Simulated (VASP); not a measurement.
Band structure of Y (relaxed from the simple-cubic structure, space group Pm-3m). These are PBEsol GGA, VASP's PBE PAW potentials (set 64) (plane waves; VASP) values and carry that method's errors.

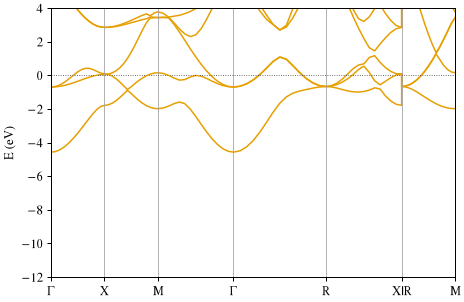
Figure: Bands along high-symmetry lines, zero at the valence-band maximum or, without a gap, the Fermi level

Q: Read the plot: is there a gap, and where are the band edges?

A: It has no gap at this level: it comes out as a metal or semimetal. (Edges off the drawn lines would not show.)

The structure was generated: Y was put into the simple-cubic type (Pm-3m), which need not be its known phase. It was relaxed first, which changed the volume by -11 %.
